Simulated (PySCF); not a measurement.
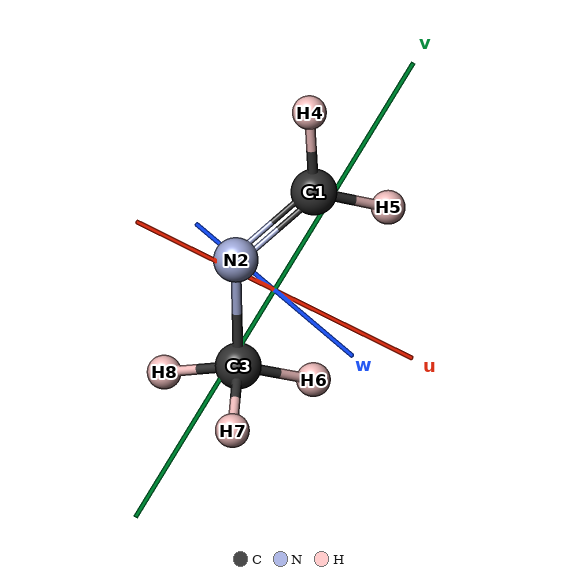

The lines u, v and w are the principal axes of the static dipole polarisability. The geometry was computed by an optimisation with GFN2-xTB. No frequency run is at hand to confirm it as a minimum. Method: B3LYP/def2-SVPD (PySCF 2.14.0).

Along which axis is the molecule most polarisable, and along which least?

Most along v, least along w.

Give the three principal values.

u 33.5, v 45.8, w 26.4 bohr³; mean 35.2, anisotropy 17.0 bohr³.
